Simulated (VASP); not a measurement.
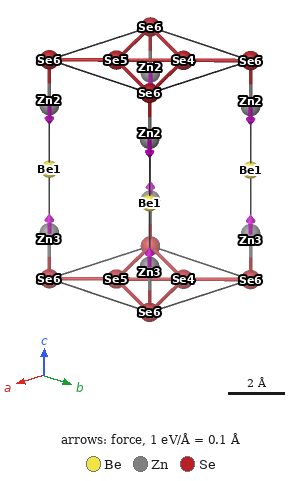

Starting geometry of crystalline BeZn2Se3 (a generated structure, set up in P6/mmm) with the computed forces as purple arrows. The picture is a ball-and-stick view of the cell of the calculation, seen from a free direction.

The run lets cell and atoms move.

Theory: Kohn-Sham DFT of a periodic cell, PBE, VASP PAW PBE potentials, recommended in VASP 6.6.1.

The input:
```
PREC = Normal ; ENCUT = 520
EDIFF = 1E-4 ; ISMEAR = 0
SIGMA = 0.15 ; LREAL = F
LASPH = T ; NELM = 60
ALGO = Fast ; ISIF = 3
LWAVE = F ; LCHARG = F
GGA = PE ; IBRION = 2
NSW = 24 ; EDIFFG = -0.08
```

Run as
```bash
cat potpaw_PBE.64/Be/POTCAR potpaw_PBE.64/Zn/POTCAR potpaw_PBE.64/Se/POTCAR > POTCAR
mpirun -np 1 vasp_std > vasp.out
```

Q: Is this structure relaxed? If not, where do the atoms go?

A: It isn't relaxed: the largest force vector, on Zn atoms, is 8.54 eV/Å. The atoms end up moving mostly along the starting forces (cosine between the two patterns 1.00). The largest moves relative to the cell, 0.48 Å, are those of Zn2 and Zn3. Zn2 goes along −c. Se and Be stay in place. The volume changes by +37.1 %, with a = b 4.204 → 5.075 Å (+20.7 %), c 9.657 → 9.083 Å (−5.9 %). Among the contacts that change: Be1–Zn2 2.808 → 2.161 Å, Se4–Se5 2.427 → 2.930 Å, Zn2–Se6 2.021 → 2.381 Å. The space group stays P6/mmm (No. 191). The energy falls by 8.250 eV per cell of the calculation in 23 geometry steps. The largest force component goes from 8.5 to 0.052 eV/Å. Pressure: 32.39 GPa at the start and 0.00 GPa at the end. At step 1 the optimiser overshot: the energy rose above the start, and later steps came back. The volume changes by over a tenth within one run on a fixed set of plane waves, so the end point should be relaxed again from the new cell. It ran on 1 thread of Intel(R) Xeon(R) Platinum 8488C (Sapphire Rapids), on a shared host.

Limits of the set-up: layers or molecules are held without a dispersion correction, so their spacing is unreliable.
